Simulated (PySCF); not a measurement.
# F2H2P2: the cost of one run

Programs: PySCF 2.14.0, with density-fitted response routines of our own. Each step states its level of theory. These are calculated values for one molecule in the gas phase, unless marked as measured. Atoms count from 0, in the outputs and in this text.

## (1) Starting geometry

6 atoms, charge 0, multiplicity 1; geometry from: GFN2-xTB. The atoms were then displaced at random by about 0.01 Å, so the start is not that level's minimum.

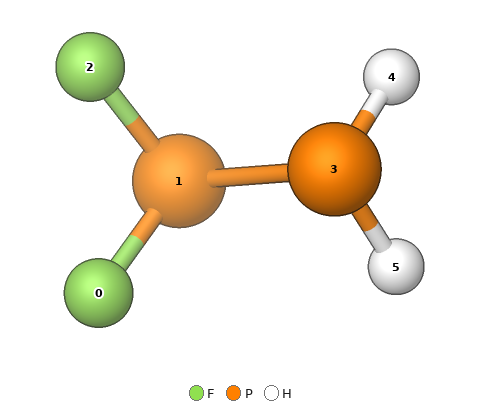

The starting geometry (fluorine green, phosphorus orange, hydrogen white), atoms numbered; sticks join atoms by distance.

## (2) Optimising the geometry at PBE0-D3(BJ)/def2-SVP

What the job is given:

```
{"job": {"xc": "PBE0", "basis": "def2-SVP", "d3": "d3bj", "grid": 1, "shake": 0.01, "kind": "geom"}, "charge": 0, "multiplicity": 1}
F     -1.500580    -1.015610    -0.860070
P     -0.818240     0.410220    -0.474130
F     -1.715250     0.621630     0.863270
P      1.008610    -0.420140     0.483180
H      1.449230     0.864340     0.704580
H      1.600400    -0.490460    -0.761510
```

On the command line:

```sh
> OMP_NUM_THREADS=1 python probes_run.py task.json out
```

The driver reads the jobs from task.json and runs them one after another.

Q: Estimate the wall time and peak memory of this first job on 1 thread of Arm Neoverse V1, shared host.

About 12 s, with a peak of 0.32 GiB.
